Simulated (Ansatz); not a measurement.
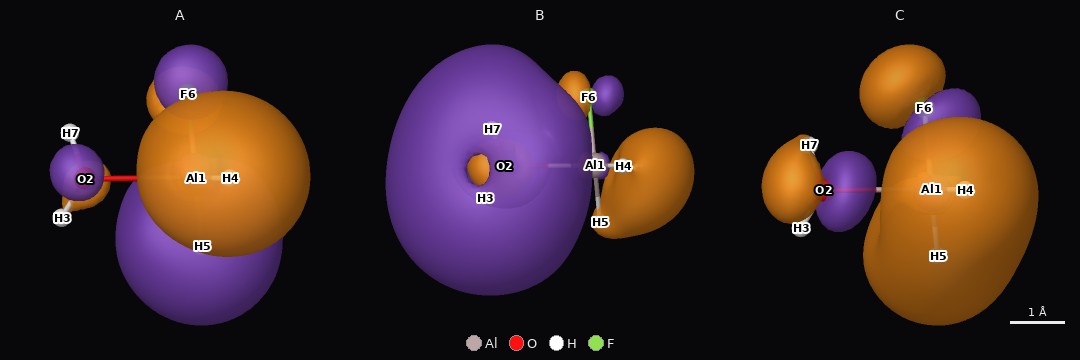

*AlFH₄O. Three frontier orbitals at ±0.06 Å⁻³ᐟ² (orange and purple are the two phases), in no order.*

Method: Ansatz 0.2.0, RKS PBE0-D4/def2-mTZVP.

```xyz
7

Al    0.0284    0.4250   -0.0944
O    -0.0114    0.0892    1.8876
H    -0.8331   -0.3266    2.1819
H     1.3759   -0.2306   -0.6102
H    -1.4055   -0.1673   -0.4643
F     0.0902    2.0852    0.2058
H    -0.0055    0.9836    2.2644
```

Q: Which picture is the HOMO−1, the HOMO and the LUMO?

A: C is the HOMO−1 (−9.56 eV). It lies mainly on Al1 (about 35 %), H5 (about 20 %), H4 (about 20 %) and F6 (about 15 %). A is the HOMO (−7.87 eV). Its weight (Hirshfeld) is mainly on Al1 (about 30 %), H4 (about 30 %) and H5 (about 30 %). B is the LUMO (−0.54 eV). It lies mainly on H3 (about 30 %), Al1 (about 25 %), H7 (about 20 %) and O2 (about 20 %).

Q: What is the HOMO–LUMO gap?

A: 7.33 eV between the orbital energies.
